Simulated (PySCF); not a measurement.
Potential energy curve for Na₂, singlet.

Levels: RHF/6-31G (PySCF); RCCSD(T) = CCSD(T) on RHF/6-31G, 2 core orbitals frozen in PySCF; UCCSD(T) = CCSD(T) on UHF/6-31G, 2 core orbitals frozen in PySCF 2.14.0.

Energies are in kcal/mol, each relative to the lowest point of its own curve near equilibrium.

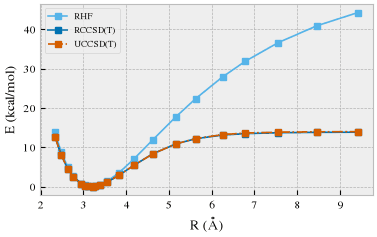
Figure. Energy against bond length for each method.

```csv
R / Å,RHF,RCCSD(T),UCCSD(T)
2.34,13.7,12.6,12.6
2.48,8.9,8.1,8.1
2.64,4.9,4.4,4.4
2.77,2.6,2.4,2.4
2.95,0.8,0.7,0.7
3.04,0.3,0.2,0.2
3.10,0.1,0.1,0.1
3.22,0.0,0.0,0.0
3.27,0.1,0.1,0.1
3.38,0.4,0.3,0.3
3.56,1.3,1.1,1.1
3.84,3.6,2.9,2.9
4.18,7.0,5.4,5.4
4.62,11.8,8.3,8.3
5.16,17.7,10.8,10.8
5.63,22.4,12.2,12.2
6.26,27.9,13.1,13.2
6.79,31.9,13.5,13.6
7.56,36.6,13.7,13.8
8.46,40.9,13.8,13.9
9.42,44.2,13.8,14.0
```

At the longest distance, 9.42 Å, RHF lies highest above its minimum (44.2 kcal/mol) and RCCSD(T) lowest (13.8 kcal/mol).

The restricted form behind RHF keeps the bonding electrons paired and can't separate into open-shell fragments. The unrestricted determinant behind UCCSD(T) is spin-contaminated at 2.34 to 9.42 Å (<S²> up to 1.0, against 0.00 for a pure singlet).
